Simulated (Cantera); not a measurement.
Input: 1 mol Si3N4, a varied amount of H2O, 0.53 mol H2, 9.4 mol HF, at 1198.15 K and 7.50 Torr.

These are equilibrium values from Cantera (NASA tables, ideal gas, pure condensed phases), not measurements of a reactor. Candidate condensed phases: H2O, Si, SiO2, Si2N2O, Si3N4; 58 gas species. Mutual solubility and eutectic melting of coexisting phases are not modelled. The tables' values for SiF3 are old estimates; treat these amounts as uncertain. The tables hold silica as quartz up to 1696 K and as liquid above; real silica turns to tridymite and cristobalite and melts near 1996 K. Kinetics and transport are ignored.

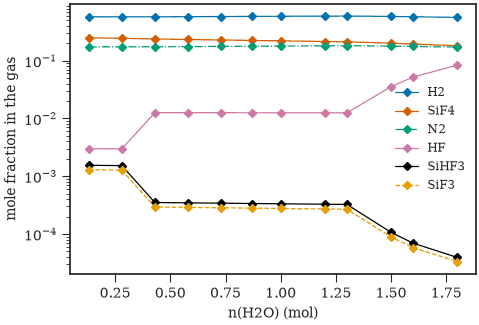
Equilibrium gas composition (values under 1e-9 drawn at 1e-9)

**Question.** Read off the mole fractions at 1.3 mol H2O.

**Answer.** H2 about 0.59, SiF4 about 0.21, N2 about 0.18, HF about 0.013, SiHF3 about 0.00032, SiF3 about 0.00027.
